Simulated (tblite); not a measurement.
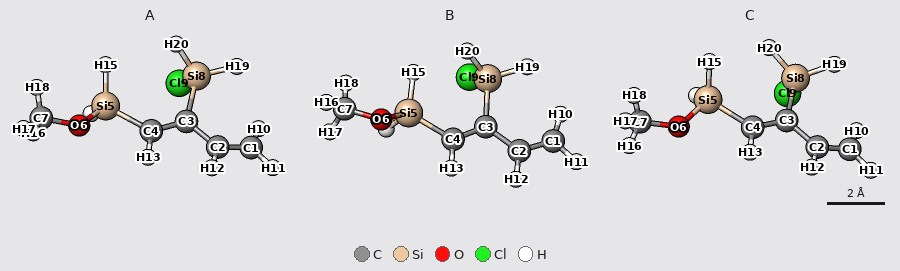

3 geometries from one relaxation of C5H11ClOSi2, in shuffled order. The picture is a ball-and-stick view, seen at a tilt.

Theory: GFN2-xTB geometry optimisation, gas phase in tblite 0.8.0. 

Order the frames from highest to lowest energy.

B, A, C. They are steps 0, 92, 169, at +90.2 kJ/mol, +4.06 kJ/mol relative to the last. Over 169 geometry steps the energy falls by 90.2 kJ/mol. An H atom moves most after the best rigid fit: 1.56 Å. Largest moves by element: H 1.56 Å, Cl 0.90 Å, O 0.60 Å, C 0.48 Å, Si 0.48 Å. Among the contacts that change: Si–Si 3.215 → 3.490 Å, O–Si 1.741 → 1.624 Å, Cl–Si 2.096 → 2.017 Å, C–Si 1.826 → 1.870 Å. Among the angles between lasting bonds that change: Si–O–C 105.5° → 128.1°, C–Si–O 111.1° → 99.5°, O–Si–H 105.0° → 111.0°. Groups turn about C–Si by about 50°, C–O by about 20°. Cost: 3.3 s on 1 thread of Arm Neoverse N1, on a shared host.
